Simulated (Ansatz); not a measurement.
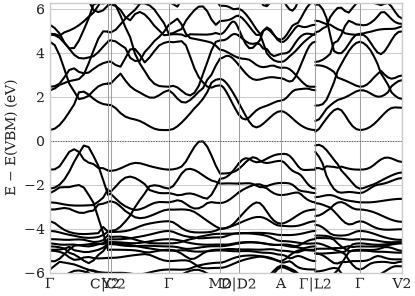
*Band structure from r²SCAN (plane waves, PAW; program Ansatz)*

The gap is 0.26 eV; an edge lies off the plotted path or next to a special point (maximum off the standard path, minimum off the standard path).

The material is GeAsAu in space group C2 (No. 5; Ge on 4c, As on 4c, Au on 4c).

The first step of the workflow began from a Materials Project structure, measured or hypothetical; the Crystallography Open Database copy checked does not list it. With Ge and As taken as one species the cell has the higher symmetry C2/c, so it may be an ordered model of a mixed-site phase. Whether it is the stable phase at ambient conditions was not checked. Symmetry was held in the r²SCAN relaxation; whether a distortion lowers the energy is not shown. Scalar-relativistic: spin–orbit coupling is off unless named, which matters more the heavier the elements.

Potentials: the earlier of the program's two PAW sets.
